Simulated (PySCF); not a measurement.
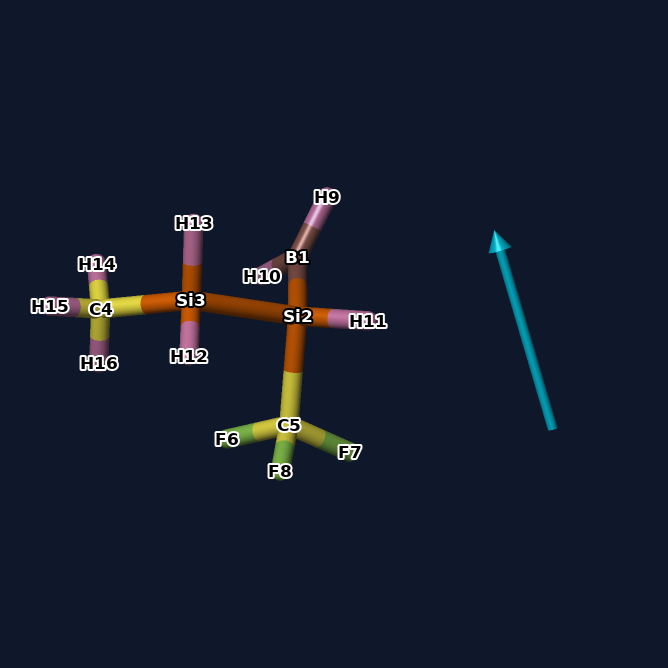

The arrow beside the molecule shows the direction of the dipole moment, from the negative to the positive end (its length means nothing). Computed geometry: GFN2-xTB optimisation. No frequency run is at hand to confirm it as a minimum. Level of theory: PBE0/def2-SVPD, gas phase (PySCF 2.14.0).

How large is the dipole moment?

2.83 D; it points from the side of F7 to the side of H13 (the outermost atoms at the two ends).

The geometry is semi-empirical. Around B, Si such bond lengths and angles can be off by a tenth of an ångström or more and by several degrees, and values that hang on the shape move with them.
